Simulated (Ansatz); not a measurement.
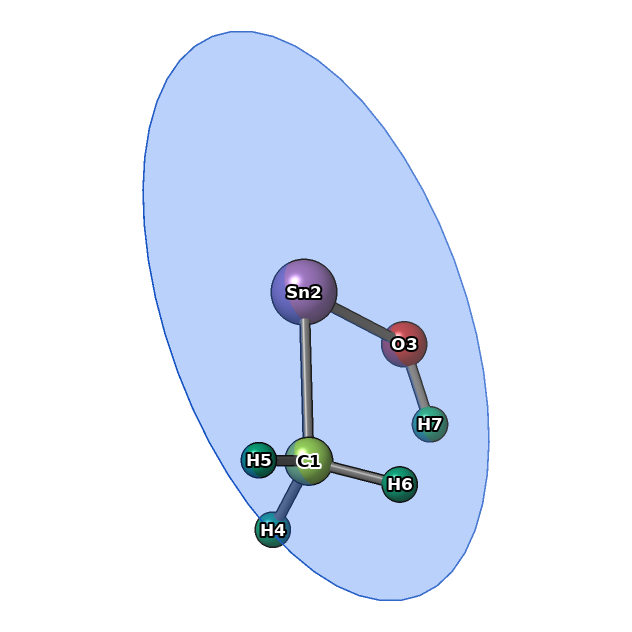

A disc through the centre of mass is drawn in. Distant atoms are faded towards the background colour. The geometry was computed by an optimisation with PBE0-D4/def2-TZVP.

Is the plane of the disc a mirror plane of the structure?

Yes. The reflection leaves C1, Sn2, O3, H5, H7 in place and moves H4 ↔ H6. The point group is Cs.
